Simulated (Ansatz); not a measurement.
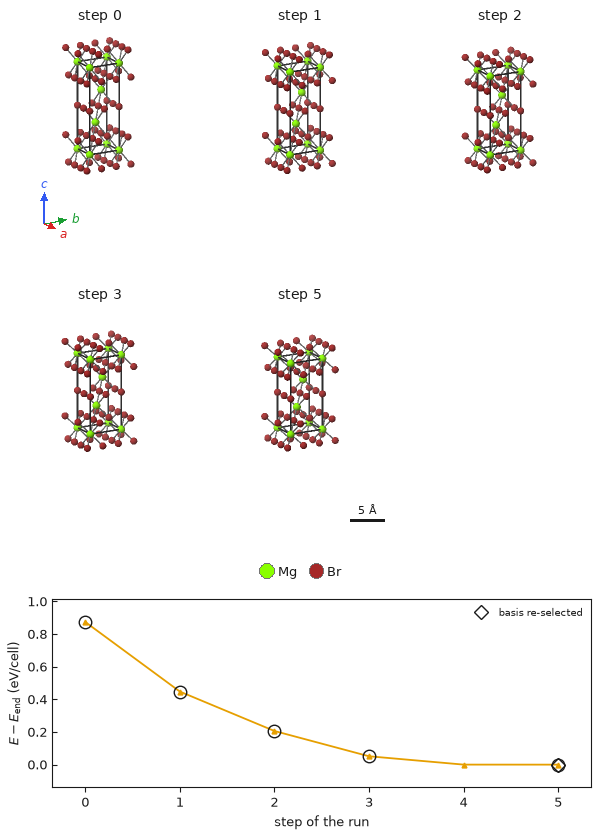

Frames of a relaxation of a crystal of MgBr4 (a generated structure, set up in R-3m) (coarse preliminary run), marked on the history of the run. A ball-and-stick model of the conventional cell (3 times the calculation's cell), seen slightly off an axis. Lengths and directions refer to the drawn axes.

Method: DFT PBE, scalar-relativistic, plane waves, PAW (Ansatz). Settings: plane-wave cutoff 420 eV; k-point mesh 3 × 3 × 3; occupations gaussian; smearing width 0.1 eV; no spin polarisation; cell and atoms relaxed; force threshold 0.04 eV/Å; at most 70 steps.

Q: Describe the path.

A: After 4 accepted moves (5 points after the start) the energy has fallen by 0.874 eV per cell of the calculation. All forces vanish by symmetry, so only the cell relaxes. Pressure: 0.69 GPa at the start and −0.03 GPa at the end. At 1 point the geometry stayed and the basis and grid were re-selected for the new cell (energy shift of 0.2 meV per cell of the calculation at most each time). The atoms keep their places relative to the cell (all moves are under 0.005 Å). The drawn cell changes as follows: a = b 6.349 → 6.868 Å (+8.2 %), c 13.086 → 10.638 Å (−18.7 %); the volume changes by −4.9 %. Among the contacts that change: Br–Mg 2.849 → 2.660 Å. Bond angles that change, for instance: Br–Mg–Br 112.3° → 99.6°, Br–Mg–Br 67.7° → 80.4°. The space group stays R-3m (No. 166). From step 0 to 1: volume +0.3 %, energy −0.427 eV per cell of the calculation. From step 1 to 2: volume −2.8 %, energy −0.242 eV per cell of the calculation. From step 2 to 3: volume −2.6 %, energy −0.155 eV per cell of the calculation. From step 3 to 5: volume +0.2 %, energy −51.3 meV per cell of the calculation.

```json
{"step": "0", "E − E(0), meV/atom": "0.00", "pressure, GPa": "0.69", "volume, Å³/atom": "30.456", "note": ""}
{"step": "1", "E − E(0), meV/atom": "-85.30", "pressure, GPa": "-0.35", "volume, Å³/atom": "30.535", "note": ""}
{"step": "2", "E − E(0), meV/atom": "-133.64", "pressure, GPa": "-0.12", "volume, Å³/atom": "29.682", "note": ""}
{"step": "3", "E − E(0), meV/atom": "-164.62", "pressure, GPa": "0.22", "volume, Å³/atom": "28.910", "note": ""}
{"step": "4", "E − E(0), meV/atom": "-174.84", "pressure, GPa": "-0.04", "volume, Å³/atom": "28.970", "note": ""}
{"step": "5", "E − E(0), meV/atom": "-174.88", "pressure, GPa": "-0.03", "volume, Å³/atom": "28.970", "note": "same geometry, new basis"}
```
